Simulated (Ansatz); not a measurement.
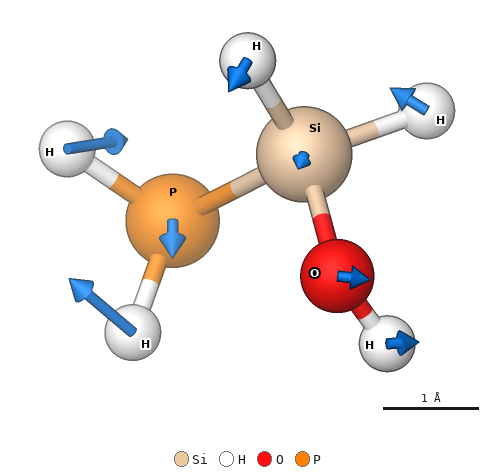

A relaxation of SiPH$_{5}$O. The starting structure is drawn; blue arrows show the displacements, at their true length. The two geometries are superimposed by the best rigid fit.

The picture is a ball-and-stick view, seen at a tilt.

It is one of the separated products of a reaction.

All numbers below come from RKS PBE0-D4/def2-TZVP (Ansatz 0.2.0).

Input file:
```yaml
crystal:
  periodic: [false, false, false]
  atoms:
    - {symbol: Si, position_ang: [-0.096466, 0.660975, 0.700245]}
    - {symbol: H, position_ang: [0.349686, -0.403359, 1.625483]}
    - {symbol: H, position_ang: [-1.568884, 0.663994, 0.486120]}
    - {symbol: O, position_ang: [0.276313, 2.049866, 1.538382]}
    - {symbol: P, position_ang: [0.969836, 0.683594, -1.300833]}
    - {symbol: H, position_ang: [-0.053660, 2.876397, 1.184711]}
    - {symbol: H, position_ang: [1.838332, -0.389529, -0.974352]}
    - {symbol: H, position_ang: [1.918916, 1.672156, -0.923354]}
basis:
  gaussian: {orbitals: def2-TZVP}
hamiltonian: {xc: pbe0, dispersion: d4}
relax: {f_tol: 0.005, max_steps: 200}
```

Run as
```bash
ansatz run in.yaml --threads 4 --pin off --events-out ev --progress --plain --max-ram 9574MiB
```

Atoms of which element are displaced furthest, and by how much?

Hydrogen: up to 0.98 Å, against 0.45 Å for phosphorus.

What did the optimiser do to the structure, and how much energy did it gain?

The largest moves after the best rigid fit, 0.98 Å, are those of H7 and H8. By element the largest moves are H 0.98 Å, P 0.45 Å, O 0.36 Å, Si 0.21 Å. Among the contacts that change: Si1–O4 1.664 → 1.648 Å, Si1–P5 2.268 → 2.255 Å. Bond angles that change, for instance: H3–Si1–O4 107.0° → 111.9°, H3–Si1–P5 109.8° → 105.9°, H2–Si1–H3 113.0° → 109.6°. Groups turn about Si1–P5 by about 65°. After 20 accepted moves (24 points after the start) the energy has fallen by 13.4 kJ/mol. The largest force component goes from 0.91 to 0.0014 eV/Å. The line search rejected the trial steps at points 1, 7, 11, 15 of the run. The run took 26 s on 4 threads of Arm Neoverse V2, on a shared host.
